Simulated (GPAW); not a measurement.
# GaAs (F-43m): G0W0 with GPAW, start to end

How does a plane-wave GW calculation on GaAs (F-43m) run from the first input to the gap?

Main program and level: GPAW 26.7.0; PBE and many-body steps on it, plane waves.

**Experimental background.**

- Gap 1.51 eV: band-edge emission energy from PL (direct gap at Gamma); photoluminescence, 633 nm excitation; 77 K; bulk crystal (MBE GaAs matrix around a thin InAs wetting layer on semi-insulating GaAs (100)) (“Photoluminescence of InAs/GaAs quantum dots under direct two-photon excitation”, 2020, pmc:7331710).

- Gap 1.418 ± 0.005 eV: direct gap E0 at Gamma from PR; modulated photoreflectance, low-field lineshape fit; 300 K; bulk crystal (semi-insulating GaAs(001) reference substrate) (“Evidence of valence band perturbations in GaAsN/GaAs(001): A combined variable-angle spectroscopic ellipsometry and modulated photoreflectance investigation”, 2008, arxiv:0805.2212).

- Gap 1.42 eV: fundamental direct gap E0 at Gamma, seen as sharp points in Psi and Delta; spectroscopic ellipsometry; 300 K; bulk crystal (semi-insulating GaAs (100) substrate) (“Ellipsometric study of the Electronic Structure of GaMnAs and LT-GaAs”, 2004, arxiv:cond-mat/0404304).

- Gap 1.412 ± 0.01 eV: direct gap E0 at Gamma from ellipsometry; variable-angle spectroscopic ellipsometry, parametric critical-point fit; 300 K; bulk crystal (semi-insulating GaAs(001) reference substrate with native oxide) (“Evidence of valence band perturbations in GaAsN/GaAs(001): A combined variable-angle spectroscopic ellipsometry and modulated photoreflectance investigation”, 2008, arxiv:0805.2212).

### 1. Starting point

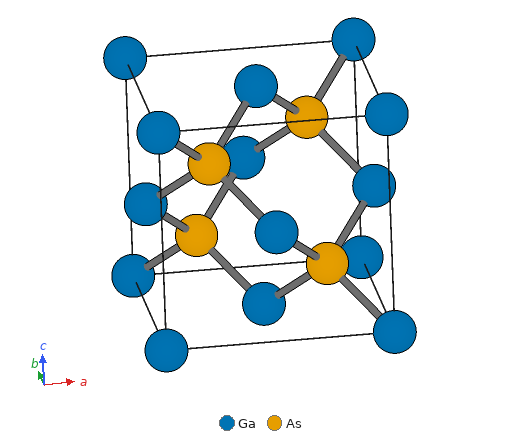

The starting structure, seen slightly off an axis (gallium blue, arsenic orange). This picture shows the conventional cell, with its axes. Bonds to atoms that aren't drawn are left out. Some periodic images of atoms are drawn too.

The cell and positions come from the Crystallography Open Database and are kept as given unless a step says otherwise.

### 2. Ground state

This step: GPAW 26.7.0; DFT, PBE, plane waves, PAW.

The ground-state density comes first.

File run.py:

```python
import json
import numpy as np
from gpaw.mpi import world
from ase import Atoms
from gpaw import GPAW, PW, FermiDirac

atoms = Atoms(['Ga', 'As'],
    cell=[[0.0000000000, 2.8268500000, 2.8268500000],
      [2.8268500000, 0.0000000000, 2.8268500000],
      [2.8268500000, 2.8268500000, 0.0000000000]],
    scaled_positions=[[0.0000000000, 0.0000000000, 0.0000000000],
      [0.2500000000, 0.2500000000, 0.2500000000]],
    pbc=(True, True, True))
calc = GPAW(mode=PW(450),
    xc='PBE',
    kpts={'size': (8, 8, 8), 'gamma': True},
    occupations=FermiDirac(0.001),
    nbands=-7,
    convergence={'density': 1e-6, 'bands': -3},
    maxiter=100,
    txt='gs.txt')
atoms.calc = calc
res = {'energy': atoms.get_potential_energy()}
kpts = calc.get_ibz_k_points()
res['kpts'] = kpts
res['eigenvalues'] = [calc.get_eigenvalues(kpt=k) for k in range(len(kpts))]
res['n_electrons'] = calc.get_number_of_electrons()
calc.write('gs.gpw')

if world.rank == 0:
    with open('result.json', 'w') as f:
        json.dump(res, f, default=lambda x: x.tolist())
```

Command:

```console
mpirun -n 4 gpaw python run.py
```

Numbers of over 12 decimals in the logs are rounded to 6 here.

What it wrote:

```text
__  _  _
 | _ |_)|_||  |
 |__||  | ||/\| - 26.7.0

Input parameters:
  mode=PW(ecut=450.000000),
  convergence={'density': 1e-06, 'bands': -3},
  kpts=MonkhorstPack(size=(8, 8, 8), gamma=True),
  maxiter=100,
  nbands=-7,
  occupations=Occupations(name='fermi-dirac', width=0.001, fixmagmom=False),
  xc=XC(name='PBE')
  [... matrices ...]
Diagonalizing LCAO Hamiltonian
Converting LCAO to pw mode

           As

       Ga

Atoms  # Å, Bohr magnetons
|   | symbol |        x |        y |        z |    initial magnetic moments |
| 0 |     Ga | 0.000000 | 0.000000 | 0.000000 | ( 0.0000,  0.0000,  0.0000) |
| 1 |     As | 1.413425 | 1.413425 | 1.413425 | ( 0.0000,  0.0000,  0.0000) |

Unit cell  # Å
| periodic |        x |        y |        z |  lengths |    angles |
|      yes | 0.000000 | 2.826850 | 2.826850 | 3.997770 | 60.000000 |
|      yes | 2.826850 | 0.000000 | 2.826850 | 3.997770 | 60.000000 |
|      yes | 2.826850 | 2.826850 | 0.000000 | 3.997770 | 60.000000 |

Number of symmetries: 24
Symmetry operations  # r_c * U_cc + t_c -> r_c
|    | kind |            matrix            |
|  0 |  E   |  1, 0, 0,  0, 1, 0,  0, 0, 1 |
|  1 |  σ   |  1, 0, 0,  0, 0, 1,  0, 1, 0 |
|  2 |  σ   |  1, 0,-1,  0, 1,-1,  0, 0,-1 |
|  3 |  C3  |  1, 0,-1,  0, 0,-1,  0, 1,-1 |
|  4 |  C3  |  1,-1, 0,  0,-1, 1,  0,-1, 0 |
|  5 |  σ   |  1,-1, 0,  0,-1, 0,  0,-1, 1 |
|  6 |  σ   |  0, 1, 0,  1, 0, 0,  0, 0, 1 |
|  7 |  C3  |  0, 1, 0,  0, 0, 1,  1, 0, 0 |
|  8 |  C2  |  0, 1,-1,  1, 0,-1,  0, 0,-1 |
|  9 |  S4  |  0, 1,-1,  0, 0,-1,  1, 0,-1 |
| 10 |  C3  |  0, 0, 1,  1, 0, 0,  0, 1, 0 |
| 11 |  σ   |  0, 0, 1,  0, 1, 0,  1, 0, 0 |
| 12 |  S4  |  0, 0,-1,  1, 0,-1,  0, 1,-1 |
| 13 |  C3  |  0, 0,-1,  0, 1,-1,  1, 0,-1 |
| 14 |  S4  |  0,-1, 1,  1,-1, 0,  0,-1, 0 |
| 15 |  C2  |  0,-1, 1,  0,-1, 0,  1,-1, 0 |
| 16 |  C3  |  0,-1, 0,  1,-1, 0,  0,-1, 1 |
| 17 |  S4  |  0,-1, 0,  0,-1, 1,  1,-1, 0 |
| 18 |  S4  | -1, 1, 0, -1, 0, 1, -1, 0, 0 |
| 19 |  C3  | -1, 1, 0, -1, 0, 0, -1, 0, 1 |
| 20 |  C3  | -1, 0, 1, -1, 1, 0, -1, 0, 0 |
| 21 |  S4  | -1, 0, 1, -1, 0, 0, -1, 1, 0 |
| 22 |  σ   | -1, 0, 0, -1, 1, 0, -1, 0, 1 |
| 23 |  C2  | -1, 0, 0, -1, 0, 1, -1, 1, 0 |

BZ-sampling:
  Number of BZ points: 512
  Number of IBZ points: 29

  Monkhorst-Pack size: [8, 8, 8]
  Monkhorst-Pack shift: [0.0625, 0.0625, 0.0625]

K-points  # in reciprocal-cell coordinates
|     |                                coordinates |     weight |
|   0 | (  0.00000000,   0.00000000,   0.00000000) | 0.00195312 |
|   1 | (  0.12500000,   0.12500000,   0.00000000) | 0.01171875 |
|   2 | (  0.12500000,   0.12500000,   0.12500000) | 0.01562500 |
|   3 | (  0.25000000,   0.12500000,   0.12500000) | 0.02343750 |
|   4 | (  0.25000000,   0.25000000,   0.00000000) | 0.01171875 |
|   5 | (  0.25000000,   0.25000000,   0.12500000) | 0.04687500 |
|   6 | (  0.25000000,   0.25000000,   0.25000000) | 0.01562500 |
|   7 | (  0.37500000,   0.25000000,  -0.37500000) | 0.04687500 |
|   8 | (  0.37500000,   0.25000000,   0.12500000) | 0.04687500 |
|   9 | (  0.37500000,   0.25000000,   0.25000000) | 0.04687500 |
| ... |                                            |            |
|  28 | (  0.50000000,   0.50000000,   0.50000000) | 0.00781250 |

Plane wave coefficients: 995
Cutoff: 450.000000 eV

Spin-components: 1 (collinear spins)
Bands:           11
Projectors:      10
Spin-degeneracy: 2
Datatype:        complex128

  Storage: CPU
  Wave functions: 4_802_864 bytes (1_200_716 per core)
  Projectors: 9_169_104 bytes (2_292_276 per core)
  [... matrices ...]
Parallelization:
  kpt:    4
  domain: 1
  band:   1

Density:
  Valence electrons: 8.0
  Components: 1
  Grid points: [20 20 20]
  Charge: 0.0  # |e|

Potential:
  Grid points: [20 20 20]

species:
  Ga:
    name:    Gallium
    Z:       31.0
    valence: 3
    core:    28
    charge:  0.0  # [|e|]
    compensation charges:
      type: gauss
      rc: 0.37  # [Å]
      lmax: 2
    cutoffs:
      filter: 2.06  # [Å]
      core: 4.17  # [Å]
    projectors
    | kind |    occ | energy [eV] | rcut [Å] |
    |   4s |  2.000 |      -8.945 |    1.164 |
    |   4p |  1.000 |      -2.580 |    1.164 |
    |    s |        |      18.266 |    1.164 |
    |    p |        |      24.631 |    1.164 |
    |    d |        |       0.000 |    1.164 |

    Using partial waves for Ga as LCAO basis

  As:
    name:    Arsenic
    Z:       33.0
    valence: 5
    core:    28
    charge:  0.0  # [|e|]
    compensation charges:
      type: gauss
      rc: 0.33  # [Å]
      lmax: 2
    cutoffs:
      filter: 1.87  # [Å]
      core: 2.96  # [Å]
    projectors
    | kind |    occ | energy [eV] | rcut [Å] |
    |   4s |  2.000 |     -14.487 |    1.058 |
    |   4p |  3.000 |      -5.196 |    1.058 |
    |    s |        |      12.725 |    1.058 |
    |    p |        |      22.016 |    1.058 |
    |    d |        |       0.000 |    1.058 |

    Using partial waves for As as LCAO basis

Reference energy: -114387.645129  # eV

eigensolver:
  PPCG
  Converge bands: -3
  niter=2

density mixing:
  MSR1-Mixer
  Pratt-step length: 0.05
  Maximum mixing coefficient: 0.75
  Old densities: 10
  SVD Regularization: 0.005
  Good broyden scale: 1.0
  Trust region scale: 1.0
  Backstep threshold: 4.0
  History deletion threshold: 6.0
  Fourier metric: weight=20.0, sigma=0.015

occupation numbers:
  Fermi-Dirac:
    width: 0.0010  # eV

poisson solver:
  ecut: 3600.000000  # eV

xc functional:
  name: PBE with 2 nearest neighbor stencil

Initialization done in: 0.609 s

convergence criteria:
- Maximum integral of absolute [dens]ity change: 1e-06 electrons / valence electron
- Maximum [total energy] change in last 3 cyles: 0.0005 eV / valence electron
- Maximum integral of absolute [eigenst]ate change: 4e-08 eV^2 / valence electron
maximum number of iterations: 100

SCF iterations
|iter     |     time |      energy | eigst |  dens |
|iter:   1|  |   -8.316335 | +0.83 |       |
|iter:   2|  |   -8.299043 | -0.90 | -0.89 |
|iter:   3|  |   -8.226447 | -1.88 | -0.93 |
|iter:   4|  |   -8.228218 | -3.47 | -1.52 |
|iter:   5|  |   -8.228469c| -4.38 | -2.05 |
|iter:   6|  |   -8.228485c| -5.52 | -2.81 |
|iter:   7|  |   -8.228486c| -7.16 | -3.55 |
|iter:   8|  |   -8.228486c| -8.20c| -4.10 |
|iter:   9|  |   -8.228486c| -8.83c| -5.41 |
|iter:  10|  |   -8.228486c| -9.32c| -5.85 |
|iter:  11|  |   -8.228486c|-10.26c| -7.01c|

Converged in 11 steps
SCF loop duration: 1.197 s (0.109 s/step)
Energy contributions relative to reference atoms: (reference = -114387.645129)
  [... matrices ...]
Energy contributions:
  Kinetic:          26.974889
  Coulomb:         -23.863253
  Zero:              0.019023
  External:          0.000000
  Xc:              -11.359144
  Entropy:          -0.000000
  Spinorbit:         0.000000
  ----------------------------
  Free energy:      -8.228486
  Extrapolated:     -8.228486

dipole moment: (-17.920499, -17.920499, -17.920499)  # |e|*Ang

Fermi level: 4.952
Eigenvalues  # (at kpt = [0.000, 0.000, 0.000])
| band index |      eig [eV] | occ [0-2] |
|          0 |        -7.775 |     2.000 |
|          1 |         4.921 |     2.000 |
|          2 |         4.921 |     2.000 |
|          3 |         4.921 |     2.000 |
|          4 |         5.508 |     0.000 |
|          5 |         8.695 |     0.000 |
|          6 |         8.695 |     0.000 |
|          7 |         8.695 |     0.000 |
|          8 |        12.577 |     0.000 |
|          9 |        15.009 |     0.000 |
|         10 |        15.009 |     0.000 |

Gap: 0.587 eV
Transition (v -> c):
  (s=0, k=0, n=3, [0.00, 0.00, 0.00]) -> (s=0, k=0, n=4, [0.00, 0.00, 0.00])
No difference between direct/indirect transitions
# Writing to gs.gpw (mode='')
  [... matrices ...]
```

Wall time 3.2 s (4 MPI ranks of Arm Neoverse V2, shared host); peak memory 0.58 GiB.

This step gave:

| Quantity | Value |
| --- | --- |
| total energy | -8.228 eV |
| gap | 0.5868 eV |
| k of the valence top | 0, 0, 0 |
| k of the conduction bottom | 0, 0, 0 |
| least direct gap | 0.5868 eV |

The gap is direct, at Γ.

### 3. Bands along the symmetry lines

Levels along a band path, at the cheap level, show where the edges lie and whether the meshes to come will hold them.

File run.py:

```python
import json
import numpy as np
from gpaw.mpi import world
from gpaw import GPAW

path = [[0.000000, 0.000000, 0.000000],
    [-0.062500, -0.062500, 0.000000],
    [-0.125000, -0.125000, 0.000000],
    [-0.187500, -0.187500, 0.000000],
    [-0.250000, -0.250000, 0.000000],
    [-0.312500, -0.312500, 0.000000],
    [-0.375000, -0.375000, 0.000000],
    [-0.437500, -0.437500, 0.000000],
    [-0.500000, -0.500000, 0.000000],
    [-0.484375, -0.484375, 0.031250],
    [-0.468750, -0.468750, 0.062500],
    [-0.453125, -0.453125, 0.093750],
    [-0.437500, -0.437500, 0.125000],
    [-0.421875, -0.421875, 0.156250],
    [-0.406250, -0.406250, 0.187500],
    [-0.390625, -0.390625, 0.218750],
    [-0.375000, -0.375000, 0.250000],
    [-0.375000, 0.000000, 0.375000],
    [-0.328125, 0.000000, 0.328125],
    [-0.281250, 0.000000, 0.281250],
    [-0.234375, 0.000000, 0.234375],
    [-0.187500, 0.000000, 0.187500],
    [-0.140625, 0.000000, 0.140625],
    [-0.093750, 0.000000, 0.093750],
    [-0.046875, 0.000000, 0.046875],
    [0.000000, 0.000000, 0.000000],
    [0.000000, 0.000000, 0.062500],
    [0.000000, 0.000000, 0.125000],
    [0.000000, 0.000000, 0.187500],
    [0.000000, 0.000000, 0.250000],
    [0.000000, 0.000000, 0.312500],
    [0.000000, 0.000000, 0.375000],
    [0.000000, 0.000000, 0.437500],
    [-0.000000, -0.000000, 0.500000],
    [-0.062500, -0.031250, 0.468750],
    [-0.125000, -0.062500, 0.437500],
    [-0.187500, -0.093750, 0.406250],
    [-0.250000, -0.125000, 0.375000],
    [-0.312500, -0.156250, 0.343750],
    [-0.375000, -0.187500, 0.312500],
    [-0.437500, -0.218750, 0.281250],
    [-0.500000, -0.250000, 0.250000],
    [-0.500000, -0.281250, 0.218750],
    [-0.500000, -0.312500, 0.187500],
    [-0.500000, -0.343750, 0.156250],
    [-0.500000, -0.375000, 0.125000],
    [-0.500000, -0.406250, 0.093750],
    [-0.500000, -0.437500, 0.062500],
    [-0.500000, -0.468750, 0.031250],
    [-0.500000, -0.500000, 0.000000]]
calc = GPAW('gs.gpw').fixed_density(kpts=path,
    symmetry='off',
    nbands=14,
    convergence={'bands': 10},
    txt='bands.txt')
res = {}
kpts = calc.get_ibz_k_points()
res['kpts'] = kpts
res['eigenvalues'] = [calc.get_eigenvalues(kpt=k) for k in range(len(kpts))]
res['n_electrons'] = calc.get_number_of_electrons()

if world.rank == 0:
    with open('result.json', 'w') as f:
        json.dump(res, f, default=lambda x: x.tolist())
```

Command:

```console
mpirun -n 4 gpaw python run.py
```

What it wrote:

```text
Diagonalizing LCAO Hamiltonian
Converting LCAO to pw mode
convergence criteria:
- Maximum integral of absolute [eigenst]ate change: 4e-08 eV^2 / valence electron
maximum number of iterations: 100

SCF iterations
|iter     |     time |      energy | eigst |  dens |
|iter:   1|  |             | +1.71 |       |
|iter:   2|  |             | +0.36 |       |
|iter:   3|  |             | -0.83 |       |
|iter:   4|  |             | -2.17 |       |
|iter:   5|  |             | -3.44 |       |
|iter:   6|  |             | -5.17 |       |
|iter:   7|  |             | -6.38 |       |
|iter:   8|  |             | -7.87c|       |
SCF steps: 8
  __  _  _
 | _ |_)|_||  |
 |__||  | ||/\| - 26.7.0

Input parameters:
  mode=PW(ecut=450.000000),
  convergence={'bands': 10},
  gpts=array([20, 20, 20]),
  kpts=KPoints(kpts=array([[ 0.      ,  0.      ,  0.      ],
         [-0.0625  , -0.0625  ,  0.      ],
         [-0.125   , -0.125   ,  0.      ],
         [-0.1875  , -0.1875  ,  0.      ],
[...]
[-0.484375, -0.484375,  0.03125 ],
[...]
[-0.453125, -0.453125,  0.09375 ],
[...]
[-0.421875, -0.421875,  0.15625 ],
[...]
[-0.390625, -0.390625,  0.21875 ],
[...]
[-0.328125,  0.      ,  0.328125],
[...]
[-0.234375,  0.      ,  0.234375],
[...]
[-0.140625,  0.      ,  0.140625],
[...]
[-0.046875,  0.      ,  0.046875],
         [ 0.      ,  0.      ,  0.      ],
         [ 0.      ,  0.      ,  0.0625  ],
         [ 0.      ,  0.      ,  0.125   ],
[...]
[ 0.      ,  0.      ,  0.375   ],
         [ 0.      ,  0.      ,  0.4375  ],
[...]
[-0.5     , -0.4375  ,  0.0625  ],
         [-0.5     , -0.46875 ,  0.03125 ],
         [-0.5     , -0.5     ,  0.      ]])),
  maxiter=100,
  nbands=14,
  occupations=Occupations(name='fermi-dirac', width=0.001, fixmagmom=False),
  parallel={},
  symmetry=Symmetry(point_group=False, time_reversal=False),
  xc=XC(name='PBE')
  [... matrices ...]
timing:  # [seconds]
  Total: 0.020  # ━━━━━━━━━━━━━━━━━━━━━━━━━━━━━━━━━━━━━━━━━━━━━━━━━━━━━━━━━━━
```

It took 3.2 s on 4 MPI ranks; peak memory 0.61 GiB.

This step gave:

- gap: 0.5868 eV
- k of the valence top: 0, 0, 0
- k of the conduction bottom: 0, 0, 0
- least direct gap: 0.5868 eV

The gap is 0.587 eV, as in the run before at this level.

Electronic bands along the path, in eV, zero at the top of the highest filled band; v1 is the highest filled band, c1 the lowest empty one:

```
    point      v4     v3     v2     v1    c1    c2     c3     c4
        Γ  -12.70   0.00   0.00   0.00  0.59  3.77   3.77   3.77
        X  -10.34  -6.79  -2.66  -2.66  1.48  1.68  10.22  10.22
        U  -10.39  -6.59  -3.85  -2.25  1.98  4.68   8.01   8.11
jump to K  -10.39  -6.59  -3.85  -2.25  1.98  4.68   8.01   8.11
        Γ  -12.70   0.00   0.00   0.00  0.59  3.77   3.77   3.77
        L  -11.06  -6.61  -1.13  -1.13  1.05  4.67   4.67   7.79
        W  -10.30  -6.59  -3.54  -3.33  4.67  4.75   5.46   6.08
        X  -10.34  -6.79  -2.66  -2.66  1.48  1.68  10.22  10.22
```

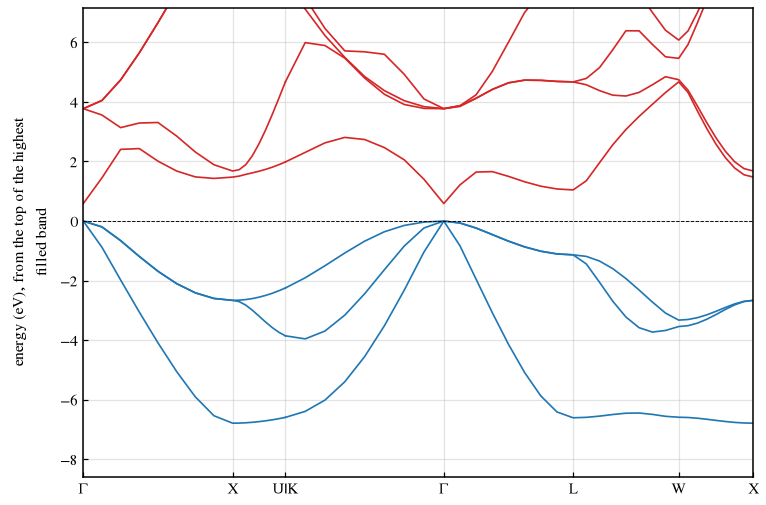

Electronic bands along the path; lines of filled and empty bands in two colours.

### 4. Empty states on the mesh, 6×6×6 mesh, 681 bands

The sums over transitions need many empty states on a uniform mesh; this step solves for them.

File run.py:

```python
import json
import numpy as np
from gpaw.mpi import world
from gpaw import GPAW

calc = GPAW('gs.gpw').fixed_density(kpts={'size': (6, 6, 6), 'gamma': True},
    parallel={'domain': 1, 'band': 1},
    txt='nscf.txt')
calc.diagonalize_full_hamiltonian(nbands=681)
calc.write('full.gpw', mode='all')
res = {}
kpts = calc.get_ibz_k_points()
res['kpts'] = kpts
res['eigenvalues'] = [calc.get_eigenvalues(kpt=k) for k in range(len(kpts))]
res['n_electrons'] = calc.get_number_of_electrons()

if world.rank == 0:
    with open('result.json', 'w') as f:
        json.dump(res, f, default=lambda x: x.tolist())
```

Command:

```console
mpirun -n 4 gpaw python run.py
```

What it wrote:

```text
Diagonalizing LCAO Hamiltonian
Converting LCAO to pw mode
convergence criteria:
- Maximum integral of absolute [eigenst]ate change: 4e-08 eV^2 / valence electron
maximum number of iterations: 100

SCF iterations
|iter     |     time |      energy | eigst |  dens |
|iter:   1|  |             | +0.85 |       |
|iter:   2|  |             | -0.98 |       |
|iter:   3|  |             | -2.88 |       |
|iter:   4|  |             | -4.64 |       |
|iter:   5|  |             | -5.90 |       |
|iter:   6|  |             | -7.02 |       |
|iter:   7|  |             | -7.72c|       |
SCF steps: 7
  __  _  _
 | _ |_)|_||  |
 |__||  | ||/\| - 26.7.0

Input parameters:
  mode=PW(ecut=450.000000),
  convergence={'density': 1e-06, 'bands': -3},
  gpts=array([20, 20, 20]),
  kpts=MonkhorstPack(size=(6, 6, 6), gamma=True),
  maxiter=100,
  nbands=11,
  occupations=Occupations(name='fermi-dirac', width=0.001, fixmagmom=False),
  parallel={'domain': 1, 'band': 1},
  xc=XC(name='PBE')
Matrix size: 975x975
# Writing to full.gpw (mode='all')
  [... matrices ...]

timing:  # [seconds]
  Total: 5.343  # ━━━━━━━━━━━━━━━━━━━━━━━━━━━━━━━━━━━━━━━━━━━━━━━━━━━━━━━━━━━
```

Wall time 7.6 s (4 MPI ranks); peak memory 1 GiB.

This step gave:

```
gap                                                           : 0.5868 eV
k of the valence top                                          : 0, 0, 0
k of the conduction bottom                                    : 0, 0, 0
least direct gap                                              : 0.5868 eV
k points computed                                             : 16
lowest point of the top converged band, above the valence top : 338.3025 eV
```

On this mesh the gap is 0.587 eV.

(Continued in part 2 of 2.)

[Paths, hosts, dates, memory and timing lines, banners, echoed tables and standing remarks are left out of the program output.]

[Logs are printed without paths, hosts, clocks, repeated set-up lines and the standing remarks that a program may print on its own settings, such as how far it seeks lower states.]

[Runs of the session that timed out or met a known fault of the program may be left out.]

[Hosts, paths, dates, database ids (printed as entryN), source tags and the programs' standing remarks are cut or masked in the printed files.]
